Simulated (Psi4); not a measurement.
# Two attempts at BH2F (SMILES BF)

Aim: the energy of BH2F at DCT/jun-cc-pVDZ (dct functional odc-12).

The results are computed with Psi4 1.11.

### Step 1. Starting point

BH2F has 4 atoms, charge 0, and is taken as a singlet. SMILES: `BF`. Geometry: relaxed at PBE0-D4/def2-TZVP.

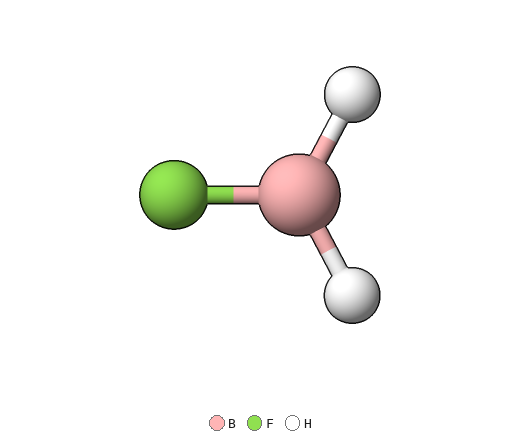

The structure, seen from a chosen angle (boron pink, fluorine green, hydrogen white).

### Step 2. Try one

Contents of calc.in:

```
memory 1600 mb

molecule mol {
  B     -0.027300    -0.004000    -0.030800
  F      1.061200    -0.296700     0.649900
  H     -1.012500    -0.649100     0.186200
  H      0.034200     0.889600    -0.825600
}

set scf_type pk
set dct_functional odc-12
set d_convergence 1e-16
set maxiter 50

energy("dct/jun-cc-pVDZ")
```

Started as:

```bash
psi4 -n 1 calc.in calc.out
```

calc.out:

```text
Psi4 1.11 release

   => Loading Basis Set <=

    Name: JUN-CC-PVDZ
    Role: ORBITAL
    Keyword: BASIS

         ---------------------------------------------------------
                                   SCF
                              RHF Reference
                        1 Threads,   1525 MiB Core
         ---------------------------------------------------------

  ==> Geometry <==

    Molecular point group: c1
    Full point group: C1

    Geometry (in Angstrom), charge = 0, multiplicity = 1:

       Center              X                  Y                   Z               Mass
    ------------   -----------------  -----------------  -----------------  -----------------
         B           -0.616700893711     0.165828580121    -0.385652607162    11.009305360000
         F            0.471799106289    -0.126871419879     0.295047392838    18.998403162730
         H           -1.601900893711    -0.479271419879    -0.168652607162     1.007825032230
         H           -0.555200893711     1.059428580121    -1.180452607162     1.007825032230

  Running in c1 symmetry.

  Rotational constants: A =      7.45578  B =      1.07051  C =      0.93610 [cm^-1]
  Rotational constants: A = 223518.73916  B =  32093.00117  C =  28063.60596 [MHz]
  Nuclear repulsion =   27.175758468175218

[... 73 lines left out ...]
   @RHF iter SAD:  -124.50585194004792   -1.24506e+02   0.00000e+00
[... 4 lines left out ...]
   @RHF iter   5:  -125.32892086682351   -2.58202e-06   1.10275e-05 DIIS
[... 4 lines left out ...]
   @RHF iter  10:  -125.32892120345308   -2.41585e-13   1.63253e-09 DIIS
[... 4 lines left out ...]
   @RHF iter  15:  -125.32892120345319    9.94760e-14   1.64979e-13 DIIS
[... 4 lines left out ...]
   @RHF iter  20:  -125.32892120345333   -5.68434e-14   4.55506e-15 DIIS
[... 4 lines left out ...]
   @RHF iter  25:  -125.32892120345319    7.10543e-14   4.57779e-15 DIIS
[... 4 lines left out ...]
   @RHF iter  30:  -125.32892120345326   -4.26326e-14   4.18649e-15 DIIS
[... 4 lines left out ...]
   @RHF iter  35:  -125.32892120345335   -1.70530e-13   4.63032e-15 DIIS
[... 4 lines left out ...]
   @RHF iter  40:  -125.32892120345328    0.00000e+00   4.13416e-15 DIIS
[... 4 lines left out ...]
   @RHF iter  45:  -125.32892120345325    2.84217e-14   3.33974e-15 DIIS
[... 4 lines left out ...]
   @RHF iter  50:  -125.32892120345333   -1.27898e-13   3.79525e-15 DIIS
[... 1 line left out ...]
PsiException: Could not converge SCF iterations in 50 iterations.

  Failed to converge.

psi4.driver.p4util.exceptions.SCFConvergenceError: Could not converge SCF iterations in 50 iterations.

Printing out the relevant lines from the Psithon --> Python processed input file:
    core.IO.set_default_namespace("mol")
    core.set_global_option("SCF_TYPE", "pk")
    core.set_global_option("DCT_FUNCTIONAL", "odc-12")
    core.set_global_option("D_CONVERGENCE", 1e-16)
    core.set_global_option("MAXITER", 50)
--> energy("dct/jun-cc-pVDZ")

!------------------------------------------------------!
!                                                      !
!  Could not converge SCF iterations in 50 iterations. !
!                                                      !
!------------------------------------------------------!

    Psi4 run time: 0:00:01.51
```

It took 3.3 s on 1 thread of Intel Xeon Platinum 8175M at 2.50GHz (Skylake/Cascade Lake), shared host; peak memory 0.22 GiB.

### Step 3. What went wrong

The iterations ended before the threshold was met.

The telling line is `Could not converge SCF iterations in 50 iterations.`. The cause is that the convergence threshold is tighter than the arithmetic can reach. To mend it: density convergence threshold at its default in place of 1e-16.

### Step 4. Try two

Contents of calc.dat:

```
memory 1600 mb

molecule molecule1 {
  B     -0.027300    -0.004000    -0.030800
  F      1.061200    -0.296700     0.649900
  H     -1.012500    -0.649100     0.186200
  H      0.034200     0.889600    -0.825600
  units angstrom
}

set {
  scf_type pk
  dct_functional odc-12
}

E = energy("dct/jun-cc-pVDZ")
```

Started as:

```bash
psi4 -n 1 calc.dat calc.out
```

calc.out:

```text
[...]
  Running in c1 symmetry.
[...]
  Nuclear repulsion =   27.175758468175218
[...]
  Multiplicity = 1
[...]
  Nalpha       = 8
  Nbeta        = 8
[...]
    Number of basis functions: 46
[...]
   @RHF iter   1:  -125.30421889903521   -7.98367e-01   5.67166e-03 ADIIS/DIIS
[...]
   @RHF iter  10:  -125.32892120345308   -2.41585e-13   1.63253e-09 DIIS
[...]
    Orbital Energies [Eh]
    ---------------------
    Doubly Occupied:
       1A    -26.319027     2A     -7.682498     3A     -1.630046
       4A     -0.798684     5A     -0.709700     6A     -0.678269
       7A     -0.629044     8A     -0.488053
[...]
  @RHF Final Energy:  -125.32892120345308
   => Energetics <=
    Nuclear Repulsion Energy =             27.1757584681752178
    One-Electron Energy =                -227.1387171897757753
    Two-Electron Energy =                  74.6340375181474798
    Total Energy =                       -125.3289212034530777
[...]
 Multipole Moments:
 ------------------------------------------------------------------------------------
     Multipole            Electronic (a.u.)      Nuclear  (a.u.)        Total (a.u.)
 ------------------------------------------------------------------------------------
 L = 1.  Multiply by 2.5417464519 to convert [e a0] to [Debye]
 Dipole X            :          1.5122259           -1.8791707           -0.3669448
 Dipole Y            :         -0.4068209            0.5054210            0.0986001
 Dipole Z            :          0.9459128           -1.1752995           -0.2293867
 Magnitude           :                                                    0.4438341
[...]
	* Cycle   Max Orb Grad    RMS Lambda Error   delta E        Total Energy     DIIS *
	*---------------------------------------------------------------------------------*
[...]
```

Wall time 18 s (1 thread of Intel Xeon Platinum 8175M at 2.50GHz (Skylake/Cascade Lake), shared host); peak memory 0.23 GiB.

### Step 5. Results

At DCT/jun-cc-pVDZ (dct functional odc-12):

| quantity | value |
| --- | --- |
| total energy | -125.63025 Eh |
| HOMO energy (Hartree–Fock orbitals) | -13.28 eV |
| LUMO energy (Hartree–Fock orbitals) | 1.14 eV |
| HOMO–LUMO gap (Hartree–Fock orbitals) | 14.42 eV |
